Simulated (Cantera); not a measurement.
Charge: 1 mol Si(CH3)4, 2 mol HCl, 16 mol H2, equilibrated at 39.0 mbar.

Method: chemical equilibrium by Gibbs-energy minimisation in Cantera with the NASA 1993 tables (ideal gas, pure condensed phases). Candidate condensed phases: C, C6H6, C7H8, C8H18, Si, SiC; 109 gas species. The tables' values for SiCl, SiCl3 are old estimates; treat these amounts as uncertain. Gases not in the tables: Si2H6 and higher silanes. Kinetics and transport are ignored.

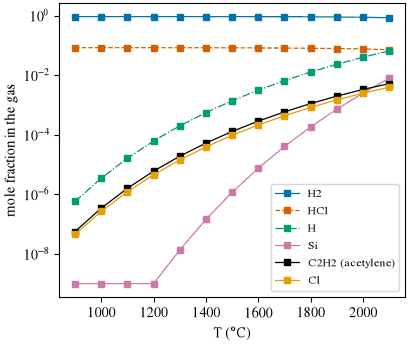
*Equilibrium gas composition (values under 1e-9 drawn at 1e-9)*

**Question.** Read off the mole fractions at 1300 °C.

**Answer.** H2 about 0.92, HCl about 0.083, H about 0.00020, C2H2 (acetylene) about 1.9e-5, Cl about 1.4e-5, Si about 1.3e-8.
